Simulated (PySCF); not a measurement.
System: SnF (charge +1).

```csv
atom,x (Å),y (Å),z (Å)
Sn,0.0000,0.0000,-0.2573
F,0.0000,0.0000,1.6237
```

Core potentials replace the inner electrons of Sn.

Theory: PBE0/def2-TZVPPD, non-relativistic Hamiltonian with scalar-relativistic core potentials where named, at a bond length of 1.881 Å (PySCF 2.14.0).

Question: What can the converged electron density and electron localisation function tell about the bonding?

Answer: Sn–F (1.88 Å): ρ at the midpoint is about 0.94 e/Å³; the ELF peaks at about 0.85 in the valence shell of F, 0.6 Å from its nucleus, and drops to about 0.15 between the two atoms.

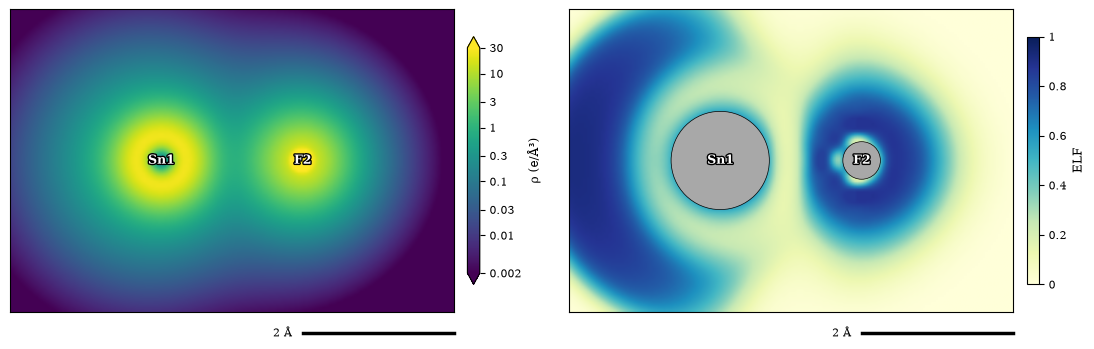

Computed electron density and electron localisation function on a plane that holds the molecular axis, in this order. Grey discs cover the atomic cores in the ELF map. 
